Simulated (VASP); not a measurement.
# A VASP study of FeNi3 (Awaruite) (AM05): structure first, properties next

Wanted: the relaxed cell of FeNi3 (Awaruite) and its properties. The steps: magnetic order: ferromagnetic, magnetic order: antiferromagnetic within the cell, magnetic order: antiferromagnetic, q = (0, 0, 1/2), magnetic order: antiferromagnetic, q = (1/2, 1/2, 1/2), magnetic order: antiferromagnetic, q = (1/2, 1/2, 0), the orders side by side, full relaxation (AM05), second relaxation, density, ELF and potential (AM05), bands along the symmetry lines (AM05), total and projected DOS (AM05) and vibrations at Γ (AM05). The start is a cell from a database of measured crystal structures.

Calculated with VASP 6.6.1; AM05, spin-polarised from a ferromagnetic start; plane waves and PAW (Fe, Ni), in the first sound run; inputs show where later runs differ.

### Step 1. The structure

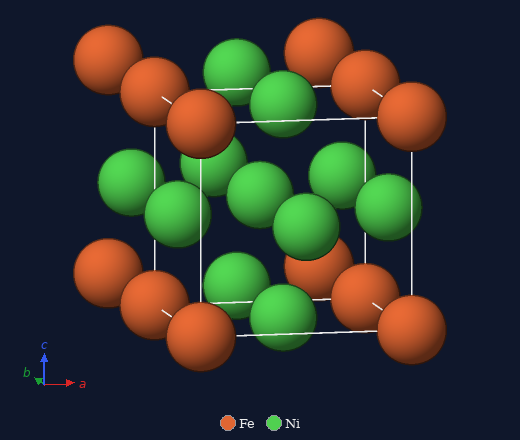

The cell as given, slightly off an axis (iron orange, nickel green). 1×2×1 cells are drawn. Some periodic images of atoms are drawn too.

Coordinates:

```cif
data_structure
_symmetry_space_group_name_H-M 'Pm-3m'
_symmetry_Int_Tables_number 221
_cell_length_a 3.5450
_cell_length_b 3.5450
_cell_length_c 3.5450
_cell_angle_alpha 90.000
_cell_angle_beta 90.000
_cell_angle_gamma 90.000
_cell_volume 44.55
loop_
_atom_site_label
_atom_site_type_symbol
_atom_site_symmetry_multiplicity
_atom_site_Wyckoff_symbol
_atom_site_fract_x
_atom_site_fract_y
_atom_site_fract_z
_atom_site_occupancy
Fe1 Fe 1 a 0.00000 0.00000 0.00000 1
Ni1 Ni 3 c 0.00000 0.50000 0.50000 1
```

### Step 2. Magnetic order: ferromagnetic

The properties of a magnet depend on its order, so a few collinear patterns are compared first on the cell as listed, beginning with all moments parallel. AM05 is built from the electron gas and the surface model, and does well on lattice constants.

File INCAR:

```
SYSTEM = FeNi3
PREC = Accurate
ENCUT = 400
EDIFF = 1E-06
NELM = 100
ISMEAR = 1
SIGMA = 0.2
LREAL = .FALSE.
ALGO = Normal
GGA = AM
NBANDS = 31
ISPIN = 2
MAGMOM = 3 1 1 1
LASPH = .TRUE.
LMAXMIX = 4
LORBIT = 11
LWAVE = .FALSE.
LCHARG = .FALSE.
KPAR = 8
ISIF = 2
```

File POSCAR:

```
FeNi3
1.0
    3.5450000000      0.0000000000      0.0000000000
    0.0000000000      3.5450000000      0.0000000000
    0.0000000000      0.0000000000      3.5450000000
Fe Ni
1 3
Direct
    0.0000000000      0.0000000000      0.0000000000
    0.0000000000      0.5000000000      0.5000000000
    0.5000000000      0.0000000000      0.5000000000
    0.5000000000      0.5000000000      0.0000000000
```

File KPOINTS:

```
Automatic mesh
0
Gamma
6 6 6
0 0 0
```

PAW data sets: Fe and Ni (PBE family, release 64).

On the command line:

```
$ mpirun -np 8 vasp_std
```

What it wrote:

```text
[banner, memory and clock lines left out]
running    8 mpi-ranks, on    1 nodes
 distrk:  each k-point on    1 cores,    8 groups
 distr:  one band on    1 cores,    1 groups

 POSCAR found type information on POSCAR FeNi
 POSCAR found :  2 types and       4 ions
|                                                                             |
|           W    W    AA    RRRRR   N    N  II  N    N   GGGG   !!!           |
|           W    W   A  A   R    R  NN   N  II  NN   N  G    G  !!!           |
|           W    W  A    A  R    R  N N  N  II  N N  N  G       !!!           |
|           W WW W  AAAAAA  RRRRR   N  N N  II  N  N N  G  GGG   !            |
|           WW  WW  A    A  R   R   N   NN  II  N   NN  G    G                |
|           W    W  A    A  R    R  N    N  II  N    N   GGGG   !!!           |
|                                                                             |
|     For optimal performance we recommend to set                             |
|       NCORE = 2 up to number-of-cores-per-socket                            |
|     NCORE specifies how many cores store one orbital (NPAR=cpu/NCORE).      |
|     This setting can greatly improve the performance of VASP for DFT.       |
|     The default, NCORE=1 might be grossly inefficient on modern             |
|     multi-core architectures or massively parallel machines. Do your        |
|     Unfortunately you need to use the default for GW and RPA                |
|     calculations (for HF NCORE is supported but not extensively tested      |
|     yet).                                                                   |
|                                                                             |

|                                                                             |
|               ----> ADVICE to this user running VASP <----                  |
|                                                                             |
|     You enforced a specific xc type in the INCAR file but a different       |
|     [... a line on the potential file left out ...]
|     I HOPE YOU KNOW WHAT YOU ARE DOING!                                     |
|                                                                             |

 LDA part: xc-table for (Slater+PW92), standard interpolation
 POSCAR, INCAR and KPOINTS ok, starting setup
 FFT: planning ... GRIDC
 FFT: planning ... GRID_SOFT
 FFT: planning ... GRID
 WAVECAR not read
 entering main loop
       N       E                     dE             d eps       ncg     rms          rms(c)
DAV:   1     0.215390984018E+03    0.21539E+03   -0.14271E+04  2656   0.144E+03
DAV:   2    -0.178256622909E+02   -0.23322E+03   -0.21887E+03  2487   0.286E+02
DAV:   3    -0.311572410292E+02   -0.13332E+02   -0.12759E+02  2788   0.925E+01
DAV:   4    -0.313314067531E+02   -0.17417E+00   -0.17401E+00  2841   0.113E+01
DAV:   5    -0.313369012669E+02   -0.54945E-02   -0.54942E-02  3530   0.159E+00    0.216E+01
DAV:   6    -0.276709461245E+02    0.36660E+01   -0.27520E+01  2718   0.820E+01    0.145E+01
DAV:   7    -0.270739951648E+02    0.59695E+00   -0.47733E+00  2817   0.428E+01    0.127E+01
DAV:   8    -0.267741857111E+02    0.29981E+00   -0.24401E+00  2934   0.322E+01    0.673E+00
DAV:   9    -0.266535787396E+02    0.12061E+00   -0.54226E-01  3255   0.144E+01    0.296E+00
DAV:  10    -0.266128900248E+02    0.40689E-01   -0.61990E-02  3460   0.550E+00    0.729E-01
DAV:  11    -0.266112653081E+02    0.16247E-02   -0.10072E-02  3467   0.895E-01    0.352E-01
DAV:  12    -0.266106795014E+02    0.58581E-03   -0.82490E-04  3289   0.349E-01    0.112E-01
DAV:  13    -0.266106682933E+02    0.11208E-04   -0.10039E-04  3015   0.166E-01    0.422E-02
DAV:  14    -0.266106684672E+02   -0.17392E-06   -0.11458E-05  3563   0.359E-02    0.138E-02
DAV:  15    -0.266106695578E+02   -0.10906E-05   -0.25415E-06  2210   0.233E-02    0.126E-02
DAV:  16    -0.266106692072E+02    0.35054E-06   -0.68182E-07  1555   0.178E-02
   1 F= -.26610669E+02 E0= -.26613104E+02  d E =0.730336E-02  mag=     4.8905
```

Run time: 5.6 s. Hardware: 8 MPI ranks of AMD EPYC 9R45, shared host; peak memory 1.2 GiB; 41 s of CPU time.

Lines that name or quote the potential files are left out of all logs, and their timing lines are given in words.

Parts of OUTCAR (step 2):

```text
ion  position               nearest neighbor table
   1  0.000  0.000  0.000-   2 2.51   3 2.51   4 2.51   2 2.51   3 2.51   2 2.51   4 2.51   2 2.51
                             3 2.51   4 2.51   3 2.51   4 2.51
   2  0.000  0.500  0.500-   1 2.51   3 2.51   4 2.51   1 2.51   4 2.51   1 2.51   3 2.51   1 2.51
                             3 2.51   4 2.51   4 2.51   3 2.51
   3  0.500  0.000  0.500-   1 2.51   2 2.51   4 2.51   1 2.51   4 2.51   2 2.51   4 2.51   4 2.51
                             1 2.51   2 2.51   1 2.51   2 2.51
   4  0.500  0.500  0.000-   1 2.51   2 2.51   3 2.51   2 2.51   3 2.51   1 2.51   3 2.51   3 2.51
                             1 2.51   2 2.51   2 2.51   1 2.51

  LATTYP: Found a simple cubic cell.
 ALAT       =     3.5450000000

 Subroutine GETGRP returns: Found 48 space group operations
 (whereof 48 operations were pure point group operations)

The static configuration has the point symmetry O_h .

 Found     20 irreducible k-points:

   k-points           NKPTS =     20   k-points in BZ     NKDIM =     20   number of bands    NBANDS=     31

   dimension x,y,z NGX =    24 NGY =   24 NGZ =   24
   dimension x,y,z NGXF=    48 NGYF=   48 NGZF=   48

   ENCUT  =  400.0 eV  29.40 Ry    5.42 a.u.   5.78  5.78  5.78*2*pi/ulx,y,z

   NELECT =      38.0000    total number of electrons

 k-points in reciprocal lattice and weights: Automatic mesh
   0.00000000  0.00000000  0.00000000       0.005
   0.16666667  0.00000000  0.00000000       0.028
   0.33333333  0.00000000  0.00000000       0.028
   0.50000000  0.00000000  0.00000000       0.014
   0.16666667  0.16666667  0.00000000       0.056
   0.33333333  0.16666667  0.00000000       0.111
   0.50000000  0.16666667  0.00000000       0.056
   0.33333333  0.33333333  0.00000000       0.056
   0.50000000  0.33333333  0.00000000       0.056
[...]
0.50000000  0.50000000  0.33333333       0.028
   0.50000000  0.50000000  0.50000000       0.005

 average (electrostatic) potential at core
       1 -41.1241       2 -82.6302       3 -82.6302       4 -82.6302

 E-fermi :   8.3711

 spin component 1
 k-point     1 :       0.0000    0.0000    0.0000
  band No.  band energies     occupation
    ...
     17       7.6571      1.00000
     18       7.6571      1.00000
     19       7.7682      1.00009
     20       7.7682      1.00009
     21       7.7682      1.00009
     22      10.5724     -0.00000
     23      10.5724     -0.00000
     24      10.5724     -0.00000
     25      17.1888      0.00000
     26      17.1888      0.00000
    ...

 k-point     2 :       0.1667    0.0000    0.0000
  band No.  band energies     occupation
    ...
     17       7.5134      1.00000
     18       7.5447      1.00000
     19       7.5447      1.00000
     20       7.6570      1.00000
     21       7.7684      1.00009
     22       9.0510     -0.00001
     23      11.5512     -0.00000
     24      11.5512     -0.00000
     25      17.2759      0.00000
     26      17.5320      0.00000
    ...

 k-point     3 :       0.3333    0.0000    0.0000
  band No.  band energies     occupation
    ...
     18       7.1059      1.00000
     19       7.1059      1.00000
     20       7.4033      1.00000
     21       7.6570      1.00000
     22       7.7689      1.00009
     23      13.4993      0.00000
     24      13.4993      0.00000
     25      17.5690      0.00000
     26      17.7773      0.00000
     27      18.4204      0.00000
    ...

 k-point     4 :       0.5000    0.0000    0.0000
  band No.  band energies     occupation
    ...
     18       6.8431      1.00000
     19       6.9888      1.00000
     20       7.3284      1.00000
     21       7.6570      1.00000
     22       7.7691      1.00009
     23      15.8227      0.00000
     24      15.8227      0.00000
     25      15.8488      0.00000
     26      15.8488      0.00000
     27      17.9285      0.00000
    ...

 k-point     5 :       0.1667    0.1667    0.0000
  band No.  band energies     occupation
    ...
     17       7.4065      1.00000
     18       7.4146      1.00000
     19       7.5069      1.00000
     20       7.5319      1.00000
     21       7.6333      1.00000
     22       9.9777     -0.00000
     23      10.0458     -0.00000
     24      12.3225     -0.00000
     25      17.3496      0.00000
     26      18.5213      0.00000
    ...

 k-point     6 :       0.3333    0.1667    0.0000
  band No.  band energies     occupation
    ...
     18       7.1003      1.00000
     19       7.2805      1.00000
     20       7.4800      1.00000
     21       7.5903      1.00000
     22       8.1459      1.03375
     23      11.6134     -0.00000
     24      14.0842      0.00000
     25      15.5503      0.00000
     26      18.0894      0.00000
     27      18.8732      0.00000
    ...

  Total       -2.9079724     -2.9079724     -2.9079724     -0.0000000      0.0000000     -0.0000000
  in kB     -104.5808451   -104.5808451   -104.5808451     -0.0000000      0.0000000     -0.0000000
  external PRESSURE =    -104.5808451 kB  Pullay stress =       0.0000000 kB

  energy-cutoff  :      400.00
  volume of cell :       44.55
      direct lattice vectors                 reciprocal lattice vectors
     3.545000000  0.000000000  0.000000000     0.282087447  0.000000000  0.000000000
     0.000000000  3.545000000  0.000000000     0.000000000  0.282087447  0.000000000
     0.000000000  0.000000000  3.545000000     0.000000000  0.000000000  0.282087447

 POSITION                                       TOTAL-FORCE (eV/Angst)
 -----------------------------------------------------------------------------------
      0.00000      0.00000      0.00000         0.000000      0.000000      0.000000
      0.00000      1.77250      1.77250         0.000000      0.000000      0.000000
      1.77250      0.00000      1.77250         0.000000      0.000000      0.000000
      1.77250      1.77250      0.00000         0.000000      0.000000      0.000000
 -----------------------------------------------------------------------------------
    total drift:                                0.000000     -0.000000     -0.000000

  FREE ENERGIE OF THE ION-ELECTRON SYSTEM (eV)
  ---------------------------------------------------
  free  energy   TOTEN  =       -26.6106692072 eV

  energy  without entropy=      -26.6179725675  energy(sigma->0) =      -26.61310366

 total charge
# of ion       s       p       d       tot
------------------------------------------
    1        0.476   0.505   6.103   7.085
    2        0.505   0.513   8.313   9.331
    3        0.505   0.513   8.313   9.331
    4        0.505   0.513   8.313   9.331
--------------------------------------------------
tot          1.992   2.044  31.040  35.076

 magnetization (x)
# of ion       s       p       d       tot
------------------------------------------
    1        0.007  -0.001   2.901   2.907
    2       -0.014  -0.040   0.715   0.661
    3       -0.014  -0.040   0.715   0.661
    4       -0.014  -0.040   0.715   0.661
--------------------------------------------------
tot         -0.035  -0.122   5.045   4.888

[... 6 further parts left out ...]
```

The k-mesh is coarse for a metal. The PAW data sets were made with PBE, which is usual practice but a small mismatch for other functionals. At this level the cell is under a tension of 10.5 GPa, so at these settings it is away from equilibrium.

Numbers from this step:

```
SCF cycles                                        : 16
electrons                                         : 38
bands                                             : 31
irreducible k-points                              : 20
symmetry operations                               : 48
free energy (TOTEN)                               : -26.61 eV
energy at zero smearing                           : -26.61 eV
Fermi energy                                      : 8.371 eV
pressure                                          : -10.46 GPa
moment of the cell, from the last line of the log : 4.891 μB
metallic                                          : yes
```

Spin moment in the PAW sphere by atom:

| atom | spin moment in the PAW sphere (μB) |
| --- | --- |
| Fe1 | 2.91 |
| Ni2 | 0.66 |
| Ni3 | 0.66 |
| Ni4 | 0.66 |

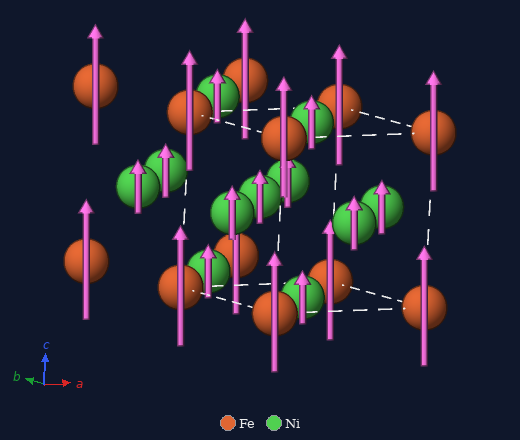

Spin moment in the PAW sphere as arrows, the longest 2.91 μB. Up and down stand for the sign. Arrows give size and sign along the axis of quantisation, drawn up and down the page. Each arrow also spans its atom, so small moments look longer than they are. 1×2×1 cells are drawn. Some periodic images of atoms are drawn too.

The run ends ferromagnetic with a largest moment of 2.91 μB, and the mesh shows no gap.

### Step 3. Magnetic order: antiferromagnetic within the cell

This step: AM05, spin-polarised from a ferrimagnetic start; plane waves and PAW (Fe, Ni) (VASP 6.6.1).

Next, a pattern with opposite moments.

INCAR, as its differences from that of step 2:

```diff
@@ -10,5 +10,5 @@
 GGA = AM
-NBANDS = 31
+NBANDS = 29
 ISPIN = 2
-MAGMOM = 3 1 1 1
+MAGMOM = 3 -1 1 -1
 LASPH = .TRUE.
```

POSCAR is that of step 2.

KPOINTS is that of step 2.

On the command line:

```
$ mpirun -np 8 vasp_std
```

What it wrote:

```text
[banner, memory and clock lines left out]
running    8 mpi-ranks, on    1 nodes
 distrk:  each k-point on    1 cores,    8 groups
 distr:  one band on    1 cores,    1 groups

 POSCAR found type information on POSCAR FeNi
 POSCAR found :  2 types and       4 ions
 [... a notice as in an earlier step ...]

 [... a notice as in an earlier step ...]

 LDA part: xc-table for (Slater+PW92), standard interpolation
 POSCAR, INCAR and KPOINTS ok, starting setup
 FFT: planning ... GRIDC
 FFT: planning ... GRID_SOFT
 FFT: planning ... GRID
 WAVECAR not read
 entering main loop
       N       E                     dE             d eps       ncg     rms          rms(c)
DAV:   1     0.211574392329E+03    0.21157E+03   -0.14546E+04  4928   0.154E+03
DAV:   2    -0.188600337277E+02   -0.23043E+03   -0.21875E+03  4645   0.301E+02
DAV:   3    -0.307714837614E+02   -0.11911E+02   -0.11455E+02  5020   0.937E+01
DAV:   4    -0.309220583001E+02   -0.15057E+00   -0.15046E+00  5239   0.114E+01
DAV:   5    -0.309268899466E+02   -0.48316E-02   -0.48314E-02  6515   0.162E+00    0.228E+01
DAV:   6    -0.288405164284E+02    0.20864E+01   -0.37983E+01  5075   0.953E+01    0.280E+01
DAV:   7    -0.325733761829E+02   -0.37329E+01   -0.26356E+01  5376   0.126E+02    0.295E+01
DAV:   8    -0.263995732280E+02    0.61738E+01   -0.20302E+01  6064   0.525E+01    0.877E+00
DAV:   9    -0.267420187244E+02   -0.34245E+00   -0.20795E+00  6289   0.346E+01    0.891E+00
DAV:  10    -0.266146093341E+02    0.12741E+00   -0.47886E-01  5500   0.232E+01    0.360E+00
DAV:  11    -0.266133404366E+02    0.12689E-02   -0.18274E-01  6345   0.891E+00    0.169E+00
DAV:  12    -0.266101055228E+02    0.32349E-02   -0.38027E-02  6493   0.224E+00    0.969E-01
DAV:  13    -0.266104773579E+02   -0.37184E-03   -0.33185E-03  6433   0.801E-01    0.405E-01
DAV:  14    -0.266106200293E+02   -0.14267E-03   -0.81206E-04  6241   0.814E-01    0.102E-01
DAV:  15    -0.266106482366E+02   -0.28207E-04   -0.43997E-04  6389   0.292E-01    0.112E-01
DAV:  16    -0.266106664770E+02   -0.18240E-04   -0.85743E-05  5365   0.268E-01    0.306E-02
DAV:  17    -0.266106680911E+02   -0.16141E-05   -0.18908E-05  6005   0.574E-02    0.121E-02
DAV:  18    -0.266106678720E+02    0.21910E-06   -0.97887E-07  3109   0.151E-02
   1 F= -.26610668E+02 E0= -.26613104E+02  d E =0.730797E-02  mag=     4.8905
```

It took 7.8 s on 8 MPI ranks; peak memory 1.3 GiB; 58 s of CPU time.

Parts of OUTCAR (step 3):

```text
The static configuration has the point symmetry O_h .

 Found     40 irreducible k-points:

   k-points           NKPTS =     40   k-points in BZ     NKDIM =     40   number of bands    NBANDS=     29

   NELECT =      38.0000    total number of electrons

 E-fermi :   8.3710

 spin component 1
 k-point     1 :       0.0000    0.0000    0.0000
  band No.  band energies     occupation
    ...
     17       7.6573      1.00000
     18       7.6573      1.00000
     19       7.7680      1.00009
     20       7.7680      1.00009
     21       7.7681      1.00009
     22      10.5723     -0.00000
     23      10.5723     -0.00000
     24      10.5723     -0.00000
     25      17.1887      0.00000
     26      17.1888      0.00000
    ...

 k-point     2 :       0.1667    0.0000    0.0000
  band No.  band energies     occupation
    ...
     17       7.5133      1.00000
     18       7.5447      1.00000
     19       7.5447      1.00000
     20       7.6572      1.00000
     21       7.7683      1.00009
     22       9.0509     -0.00001
     23      11.5512     -0.00000
     24      11.5512     -0.00000
     25      17.2758      0.00000
     26      17.5319      0.00000
    ...

 k-point     3 :       0.0000    0.1667    0.0000
  band No.  band energies     occupation
    ...
     17       7.5133      1.00000
     18       7.5447      1.00000
     19       7.5447      1.00000
     20       7.6571      1.00000
     21       7.7683      1.00009
     22       9.0509     -0.00001
     23      11.5512     -0.00000
     24      11.5512     -0.00000
     25      17.2759      0.00000
     26      17.5319      0.00000
    ...

 k-point     4 :       0.3333    0.0000    0.0000
  band No.  band energies     occupation
    ...
     18       7.1058      1.00000
     19       7.1058      1.00000
     20       7.4032      1.00000
     21       7.6572      1.00000
     22       7.7688      1.00009
     23      13.4993      0.00000
     24      13.4993      0.00000
     25      17.5690      0.00000
     26      17.7773      0.00000
     27      18.4204      0.00000
    ...

  Total       -2.9065219     -2.9065035     -2.9065219      0.0000000     -0.0000000      0.0000000
  in kB     -104.5286812   -104.5280188   -104.5286812      0.0000000     -0.0000000      0.0000000
  external PRESSURE =    -104.5284604 kB  Pullay stress =       0.0000000 kB

  FREE ENERGIE OF THE ION-ELECTRON SYSTEM (eV)
  ---------------------------------------------------
  free  energy   TOTEN  =       -26.6106678720 eV

  energy  without entropy=      -26.6179758406  energy(sigma->0) =      -26.61310386

 total charge
# of ion       s       p       d       tot
------------------------------------------
    1        0.476   0.505   6.103   7.085
    2        0.505   0.513   8.313   9.331
    3        0.505   0.513   8.313   9.331
    4        0.505   0.513   8.313   9.331
--------------------------------------------------
tot          1.992   2.044  31.041  35.076

[... 8 parts as in an earlier step ...]

[... 10 further parts left out ...]
```

This step gave:

```
SCF cycles           : 18
bands                : 29
irreducible k-points : 40
symmetry operations  : 16
pressure             : -10.45 GPa
```

The energy lies -0.0 meV an atom from the first pattern. The run ends ferromagnetic, not as it was started, with a largest moment of 2.91 μB, and the mesh shows no gap.

[end of part 1 of 6]

[Lines on the potential files, build, host, timing and source positions are cut from VASP's logs without a mark.]

[Logs are printed without paths, hosts, clocks, repeated set-up lines and the standing remarks that a program may print on its own settings, such as how far it seeks lower states.]

[Hosts, paths, dates, database ids (printed as entryN), source tags and the programs' standing remarks are cut or masked in the printed files.]

[A measured line is paired with the nearest computed mode of its activity, which favours agreement.]
